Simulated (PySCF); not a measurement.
Run report: H2S, geometry relaxation

- system: H2S (hydrogen sulfide)
- method: PBE0-D3(BJ)/def2-SVP geometry optimisation, gas phase (PySCF 2.14.0)

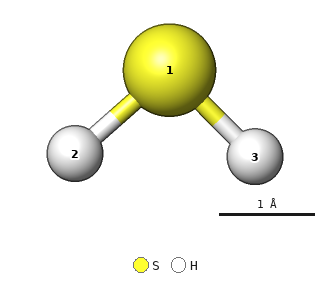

The input geometry (ball-and-stick view, seen on its broad side; atoms are numbered from 1 in the order of the input).

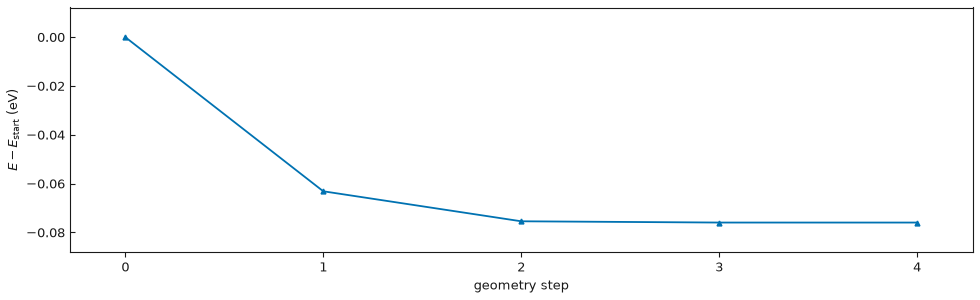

Progress of the relaxation, step by step (steps are counted from 0).

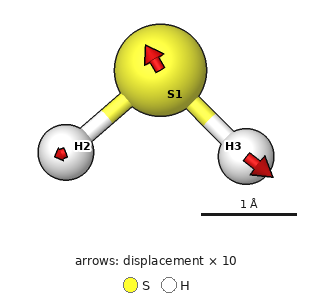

The starting structure with the displacements as red arrows, magnified 10 times (ball-and-stick view, seen on its broad side). The two geometries are laid on each other by the best rigid fit. The largest move after the best rigid fit is that of H3, 0.037 Å. By element the largest moves are H 0.037 Å, S 0.032 Å. Among the contacts that change: S1–H3 1.281 → 1.349 Å, S1–H2 1.330 → 1.349 Å. Over 4 geometry steps the energy falls by 0.076 eV. The largest force component goes from 1.9 to 0.0004 eV/Å. (Atoms are counted from 1 in the order of the input.)

These pictures come from the run below.

### Input
```
{"job": {"xc": "PBE0", "basis": "def2-SVP", "d3": "d3bj", "grid": 1, "shake": 0.01, "kind": "geom"}, "charge": 0, "multiplicity": 1}
S     -0.008700     0.585130     0.001540
H     -0.941380    -0.362620    -0.013490
H      0.956100    -0.257450    -0.007220
```

The first line tells a small driver script what to run in PySCF; the rest is the geometry in Å.

Launch command:
```bash
OMP_NUM_THREADS=1 python <driver script> task.json out
```

### What the program printed
```
step   0  E = -399.11819325  max force = 0.036685
step   1  E = -399.12051286  max force = 0.011779
step   2  E = -399.12096448  max force = 0.002432
step   3  E = -399.12098347  max force = 0.000222
step   4  E = -399.12098363  max force = 0.000008
optimisation converged
```

### Trajectory as extended XYZ (Å, eV, eV/Å), 5 frames, from step=0 to step=4
```
3
Properties=species:S:1:pos:R:3:forces:R:3 step=0 energy=-10860.55922
S    -0.0087    0.5851    0.0015   -1.2765   1.8864   0.0221
H    -0.9414   -0.3626   -0.0135   -0.3307  -0.4107  -0.0064
H     0.9561   -0.2575   -0.0072    1.6072  -1.4757  -0.0158
3
Properties=species:S:1:pos:R:3:forces:R:3 step=1 energy=-10860.62234
S    -0.0443    0.5634    0.0285    0.4934  -0.6057  -0.0147
H    -0.9868   -0.4085    0.0066    0.0849   0.0853   0.0018
H     0.9794   -0.3625    0.0051   -0.5783   0.5204   0.0130
3
Properties=species:S:1:pos:R:3:forces:R:3 step=2 energy=-10860.63463
S    -0.0367    0.5569    0.0284    0.1179  -0.1251  -0.0028
H    -0.9795   -0.4082    0.0066   -0.0035   0.0091   0.0001
H     0.9645   -0.3563    0.0053   -0.1144   0.1160   0.0027
3
Properties=species:S:1:pos:R:3:forces:R:3 step=3 energy=-10860.63515
S    -0.0343    0.5543    0.0284   -0.0114   0.0101   0.0006
H    -0.9798   -0.4079    0.0066    0.0015   0.0003  -0.0001
H     0.9624   -0.3540    0.0053    0.0099  -0.0104  -0.0005
3
Properties=species:S:1:pos:R:3:forces:R:3 step=4 energy=-10860.63515
S    -0.0344    0.5545    0.0285    0.0004  -0.0002   0.0003
H    -0.9797   -0.4078    0.0066   -0.0002   0.0000  -0.0001
H     0.9625   -0.3543    0.0052   -0.0002   0.0001  -0.0002
```

### Key numbers

| quantity | value |
| --- | --- |
| outcome | converged |
| total energy | −399.120984 hartree |
| dipole moment | 1.35 D |
| point group | C2v |
| hardware | 1 CPU thread, shared host |
| wall time | 0.91 s |
| peak memory | 0.23 GiB |
